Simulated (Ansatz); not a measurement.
# Li (P6_3/mmc): relaxation followed by a look at the electronic structure from a Python script

Aim: a relaxation followed by a look at the electronic structure, for Li (P6_3/mmc), run from a script.

This is Li in the hcp structure; at room conditions it is bcc.

Computed with Ansatz 0.2.0, driven from Python. Level of theory: DFT LDA, plane waves, PAW.

## 1. The structure

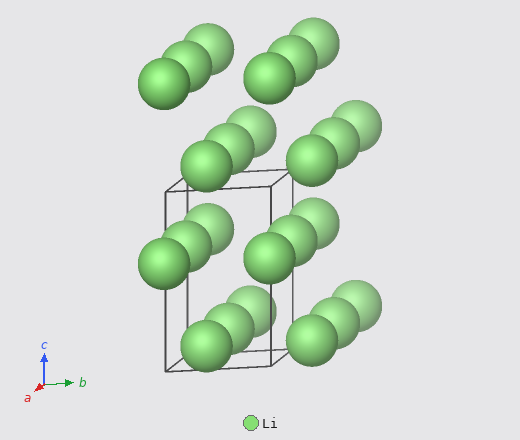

The structure that the script starts from, seen slightly off an axis (lithium green). 3×2×2 cells are drawn. Atoms on cell faces are repeated.

The script holds or builds the structure itself.

## 2. The script

File li.py:

```python
"""From the given cell of Li to a relaxed cell, its gap and its density of states."""

import ansatz as az
import numpy as np


def count_gap(report):
    # lowest empty less highest filled band, counting bands; zero where they overlap
    return max(report.get("gap_by_band_count_ev") or 0.0, 0.0)


def setup_for(crystal, spacing):
    return (
        crystal.calculation()
        .mixing("broyden")
        .basis(530)
        .occupations("fermi_dirac")
        .functional(az.Functional.LDA)
        .kpoints(spacing=spacing)
    )

vectors = np.array([
    [3.111, 0.0, 0.0],
    [-1.5555, 2.694205, 0.0],
    [0.0, 0.0, 5.093],
])
xtal = (
    az.Lattice.of(vectors)
    .atom("Li", (1 / 3, 2 / 3, 0.25))
    .atom("Li", (2 / 3, 1 / 3, 0.75))
)

relaxed = setup_for(xtal, 0.3).relax(cell=True, force_tolerance=0.02, max_steps=40).checkpoint(write="relax.run", compress=False).run()
cell = np.asarray(relaxed.lattice.cell_ang)
print("relaxed edges (A):", np.linalg.norm(cell, axis=1).round(4), " volume:", round(abs(np.linalg.det(cell)), 3), "A^3")
for site in relaxed.lattice.sites:
    print(" ", site.symbol, np.round(site.position_frac, 4) + 0.0)

final = az.Crystal.from_checkpoint("relax.run")
outcome = setup_for(final, 0.22).stress().band_table().density_of_states(energy_step=0.05).run()
data = outcome.report
dos = outcome.density_of_states()
print(f"pressure at the relaxed cell {np.trace(data['stress_gpa']) / 3:.3f} GPa, gap by band count {count_gap(data):.3f} eV")
if count_gap(data) == 0:
    print("states/eV at the Fermi level:", round(float(np.interp(dos.fermi_ev, dos.energies_ev, dos.spin_summed_g_bin_mean_per_ev)), 3))
```

## 3. The input behind the calls

The engine receives this input (first run):

```yaml
crystal:
  lattice:
    - [3.111, 0.0, 0.0]
    - [-1.5555, 2.694205, 0.0]
    - [0.0, 0.0, 5.093]
  atoms:
    - { symbol: Li, position: [0.3333333333333333, 0.6666666666666666, 0.25] }
    - { symbol: Li, position: [0.6666666666666666, 0.3333333333333333, 0.75] }
basis:
  ecutwfc: 530.0
kpoints:
  mp_grid:
    kspacing: 0.3
hamiltonian:
  xc: lda
scf:
  mixing:
    algorithm: broyden
  occupations:
    method: fermi_dirac
relax:
  f_tol: 0.02
  max_steps: 40
  cell: {}
checkpoint:
  write: relax.run
  compress: false
```

## 4. Running it

Command:

```sh
> python li.py
```

The log of the run:

```text
relaxed edges (A): [3.0181 3.0181 4.8206]  volume: 38.028 A^3
  Li [0.3333 0.6667 0.25  ]
  Li [0.6667 0.3333 0.75  ]
DeckWarning: crystal.checkpoint: the structure is that of relax.run, a `relax` run, at its step 4: its result, under lda at a charge of 0 e; 2 atoms read, 0 with a starting moment [...]
pressure at the relaxed cell -0.014 GPa, gap by band count 0.000 eV
states/eV at the Fermi level: 1.081
```

(Warnings from the package without file and line, shortened.)

Wall time 4.1 s (1 thread of Arm Neoverse V2, shared host); peak memory 0.38 GiB.

## 5. What changed from run to run

The engine's inputs for the other runs:

Run 2, against run 1:

```diff
@@ -3,3 +3,3 @@
-    - [3.111, 0.0, 0.0]
-    - [-1.5555, 2.694205, 0.0]
-    - [0.0, 0.0, 5.093]
+    - [3.0181233006260513, -7.314664885729637e-33, 0.0]
+    - [-1.5090616503130256, 2.613771450095899, 3.866385260749428e-37]
+    - [0.0, 7.3088350808777574e-37, 4.820600124382886]
@@ -7,2 +7,2 @@
-    - { symbol: Li, position: [0.3333333333333333, 0.6666666666666666, 0.25] }
-    - { symbol: Li, position: [0.6666666666666666, 0.3333333333333333, 0.75] }
+    - { symbol: Li, position: [0.33333333333333337, 0.6666666666666667, 0.24999999999999997] }
+    - { symbol: Li, position: [0.6666666666666665, 0.33333333333333337, 0.7499999999999999] }
@@ -13 +13 @@
-    kspacing: 0.3
+    kspacing: 0.22
@@ -21,7 +21,5 @@
-relax:
-  f_tol: 0.02
-  max_steps: 40
-  cell: {}
-checkpoint:
-  write: relax.run
-  compress: false
+output:
+  dos:
+    de: 0.05
+  stress: true
+  eigenvalues: true
```

Lines on the test bed's own set-up are left out of the output.

## 6. The engine's runs

The 2 runs, in the order started:

| run | kind of run | k spacing | energy from run 2 (meV/atom) | final volume (Å³/atom) | pressure (GPa) | SCF cycles in all | CPU time (s) |
| --- | --- | --- | --- | --- | --- | --- | --- |
| 1 | relaxation | 0.3 | 1.45 | 19.01 | 0.00 | 18 | 2.4 |
| 2 | single point | 0.22 | 0.00 | 19.01 | -0.01 | 5 | 1.2 |

Energies are free energies F = E - TS of the smeared occupations. 

## 7. Path of the relaxation of run 1

Step by step:

| step | energy from step 1 (eV/cell) | largest force component (eV/Å) | pressure (GPa) | volume (Å³) |
| --- | --- | --- | --- | --- |
| 1 | 0.0000 | 0.0000 | -1.41 | 42.69 |
| 2 | -0.0170 | 0.0000 | -0.80 | 40.36 |
| 3 | -0.0235 | 0.0000 | 0.16 | 37.62 |
| 4 | -0.0237 | 0.0000 | 0.00 | 38.03 |
| 5 | -0.0237 | 0.0000 | 0.00 | 38.03 |

Step 1 is the start. Step 5 repeats the geometry before it on a plane-wave basis chosen anew for that cell, so its energy need not be comparable with the rows above.

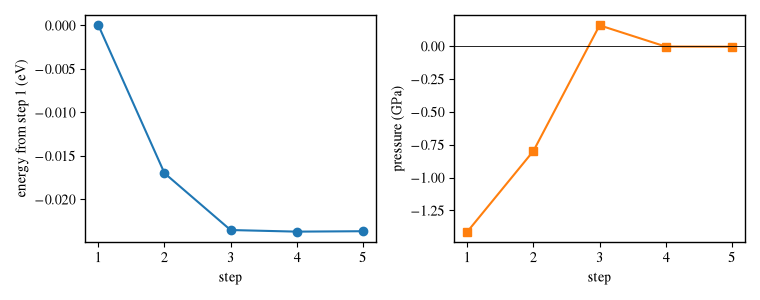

Energy and pressure along the relaxation.

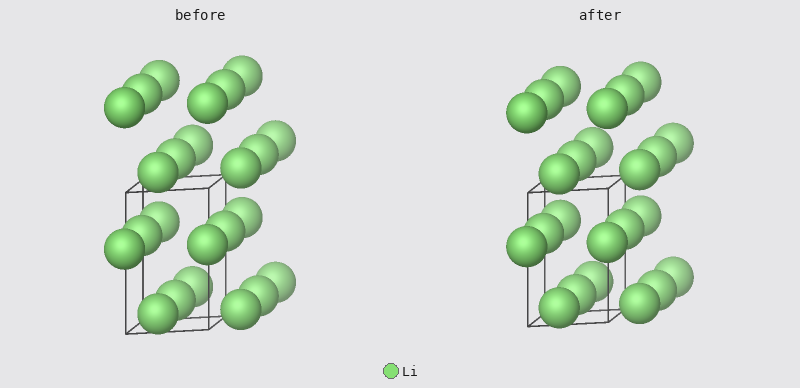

Before and after, at one scale.

|  | before | after | change |
| --- | --- | --- | --- |
| a (Å) | 3.111 | 3.018 | -3.0 % |
| b (Å) | 3.111 | 3.018 | -3.0 % |
| c (Å) | 5.093 | 4.821 | -5.3 % |
| volume (Å³/atom) | 21.34 | 19.01 | -10.9 % |
| shortest distance (Å) | 3.111 | 2.974 | -4.4 % |
| space group (0.01 Å) | P6_3/mmc | P6_3/mmc | same |

The run keeps the 24 symmetry operations of the start, so it could not have lowered the symmetry.

## 8. The density of states that the run wrote

From dos.tsv among the run's results (run 2), states per cell in windows of 2 eV from the Fermi level (on a coarse mesh the curve is spiky, and it ends where the bands solved end):

| from | to | states |
| --- | --- | --- |
| -10 | -8 | 0.00 |
| -8 | -6 | 0.00 |
| -6 | -4 | 0.00 |
| -4 | -2 | 0.55 |
| -2 | 0 | 1.47 |
| 0 | 2 | 1.78 |
| 2 | 4 | 1.06 |
| 4 | 6 | 1.79 |
| 6 | 8 | 1.85 |

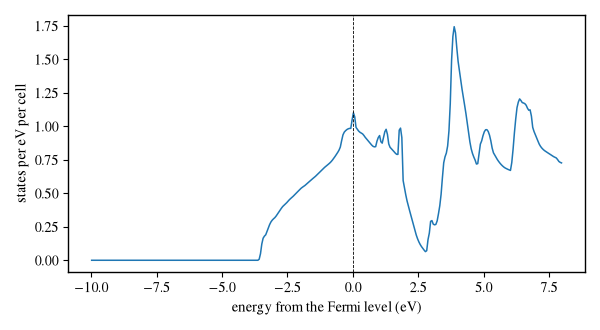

Density of states.

## 9. Summary of results

| quantity | value |
| --- | --- |
| runs compared | 2 |
| moves of the relaxation of run 1 | 3 |
| energy gained in run 1 (ahead of the last change of basis) | 11.9 meV/atom |
| last largest force component of run 1 | 0.0000 eV/Å |
| relaxed conventional cell of run 1 | a = 3.018 Å, b = 3.018 Å, c = 4.821 Å, α = 90.00°, β = 90.00°, γ = 120.00° |
| space group at the end of run 1 | P6_3/mmc |

**Reading.** In run 1, the volume shrank by 10.9 % over 3 moves, and the space group stayed P6_3/mmc. The mesh is modest for a metal, so energies can be off by several to tens of meV an atom and pressures by half a GPa or more; differences at equal mesh fare better. An absolute Fermi energy rests on an arbitrary zero of the periodic potential and has no direct meaning. These metals are very soft, so angles and axial ratios aren't settled by this mesh and stress tolerance. This isn't the structure that Li takes at ambient conditions. Where the second run takes another functional or mesh than the relaxation, its pressure isn't zero; pressure is positive in compression. The computed bands are complete only to about 6.0 eV above the Fermi level; beyond that the density of states is undercounted.
